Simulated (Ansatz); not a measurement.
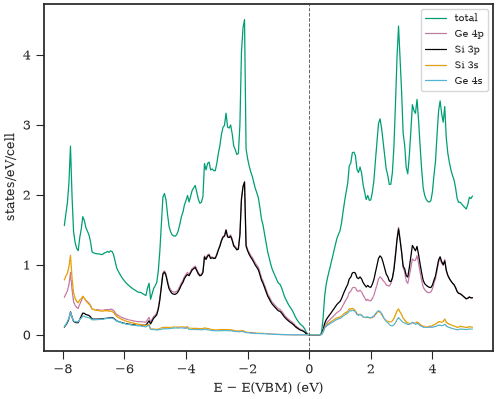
Fig. 1. Total and projected density of states of SiGe (wurtzite, P6_3mc), PBEsol in the plane-wave PAW code Ansatz

### Question
Which orbitals carry the states next to the gap?

### Answer
Top 1 eV of the valence band: Ge 4p 51 %, Si 3p 46 %. Bottom 1 eV of the conduction band: Si 3p 32 %, Ge 4p 24 %, Si 3s 17 %, Ge 4s 15 %, outside the projected shells 12 %. Projections are on Löwdin-orthogonalised atomic valence shells; empty p or d shells of many metals are not among them.

### Question
Where is the tallest occupied peak in this window, and what makes it?

### Answer
Near -2.1 eV, about 4.5 states/eV per cell; the largest projected share is Ge 4p.

The first step of the workflow began from a Materials Project structure, measured or hypothetical; the Crystallography Open Database copy checked does not list it. Its standing as an ambient phase is unchecked. The cell was relaxed with PBEsol under the symmetry of its start; its stability against distortions is not shown here. Spin–orbit coupling is left out wherever it is not named.

Potentials: the earlier of the program's two PAW sets. The files were generated under PBE; for other functionals the program regenerates the frozen cores, and for LDA and PBEsol the local potential too.
